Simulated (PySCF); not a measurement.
InC (quartet)

```yaml
atoms:
  - { symbol: In, position_ang: [0.0000, 0.0000, -0.2087] }
  - { symbol: C, position_ang: [0.0000, 0.0000, 1.9983] }
```

Method: PySCF 2.14.0, PBE0/x2c-TZVPPall, spin-free X2C-1e, Gaussian nucleus, at a bond length of 2.207 Å.

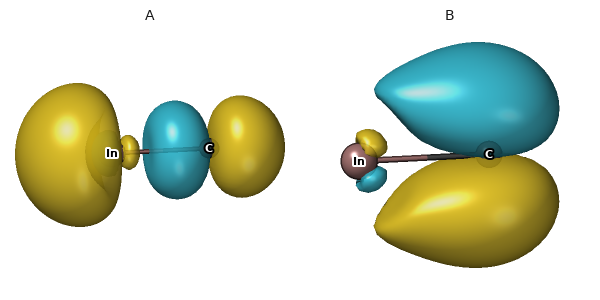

Figure 1. Two frontier α-spin orbitals, each drawn at the value that holds 80 % of its norm (yellow and cyan are the two phases), in no order; of a degenerate pair one member is drawn.

Q: Label each orbital by symmetry, say whether it is occupied, and order them by energy.

A: Orbital B: π, occupied in this spin, −6.48 eV; mainly on C (80 %).
Orbital A: σ, occupied in this spin, −6.12 eV; shared between the atoms (In 50 %, C 50 %).

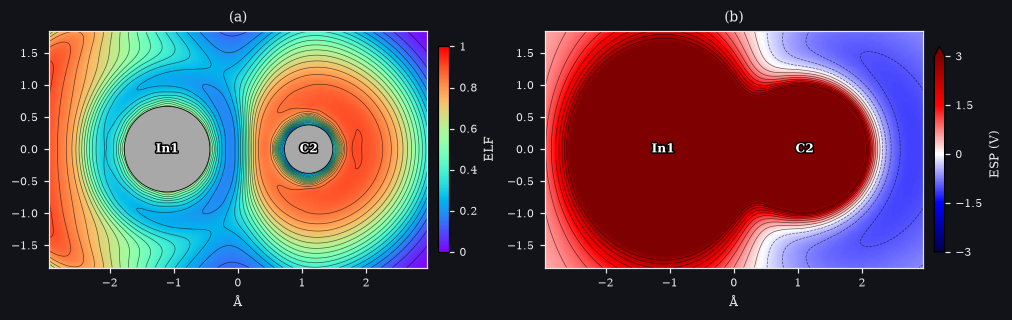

Figure 2. (a) ELF; (b) electrostatic potential on a plane that holds the molecular axis. Grey discs cover the atomic cores in the ELF map.

Q: What do the fields say about this system?

A: The plane passes through In and C nuclei. C–In (2.21 Å): the ELF peaks at about 0.85 in the valence shell of C, 0.7 Å from its nucleus, and drops to about 0.15 between the two atoms. The ELF also peaks beside C2, away from the bonds: non-bonding electrons, paired or unpaired. Outside the dense part of the molecule the potential is most negative (−1.1 V) near C2.

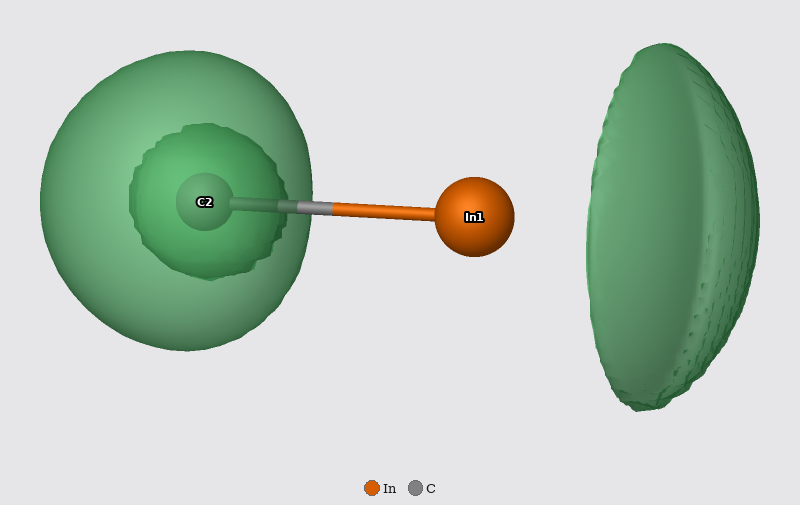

Figure 3. Isosurface of the electron localisation function at 0.8 (green), seen from one side. Core shells and regions of very low density are left out.

Q: Identify the bonds, lone pairs and shells in this picture.

A: The ELF exceeds this value in one ring or bowl of non-bonding electrons around C and one lobe on In, pointing away from the bonds (non-bonding electrons).

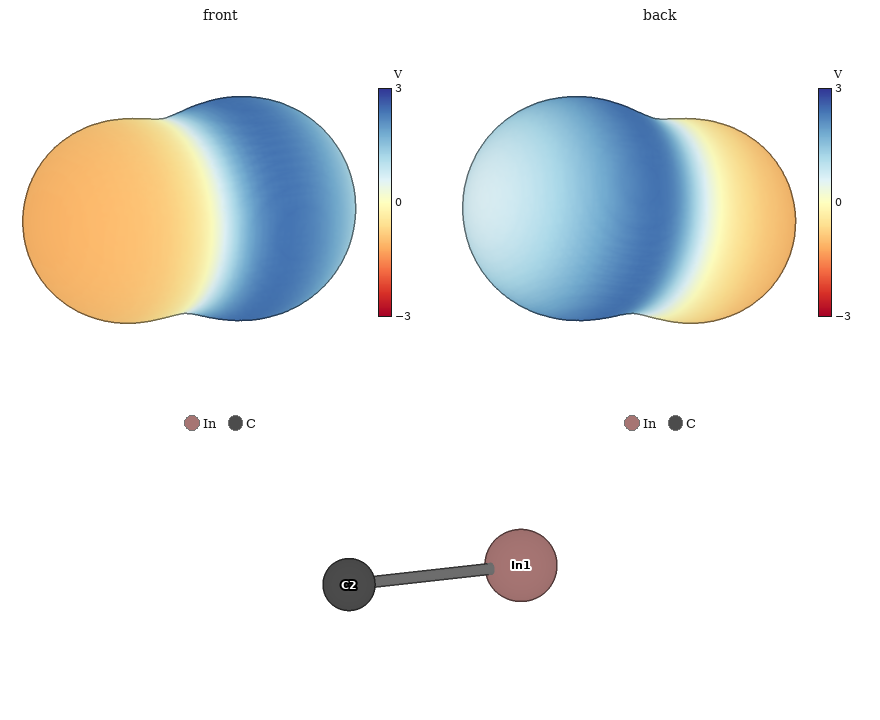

Figure 4. The molecular electrostatic potential painted on the density surface at 0.004 e/bohr³, seen from the front and from behind; the colour scale runs from red (negative) to blue (positive). The bare structure is drawn below in the same view.

Q: Where is the surface potential most negative and most positive?

A: The most negative region (about −1.1 V) lies over C2, the most positive (about +2.4 V) over In1.
